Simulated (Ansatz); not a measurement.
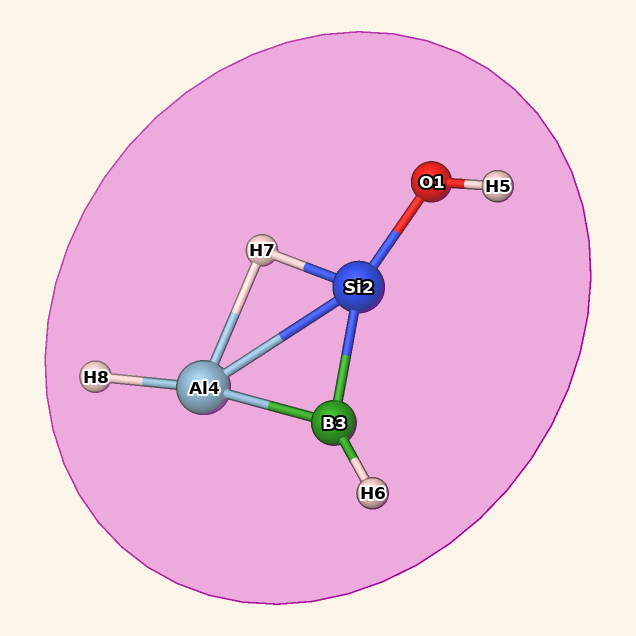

A disc through the centre of mass is drawn in. Depth is shown by fading: the farther an atom, the more it takes the colour of the background. Computed geometry: PBE0-D4/def2-TZVP optimisation. No frequency run is at hand to confirm it as a minimum.

Is the plane of the disc a mirror plane of the structure?

Yes. The reflection leaves O1, Si2, B3, Al4, H5, H6, H7, H8 in place. The point group is Cs.
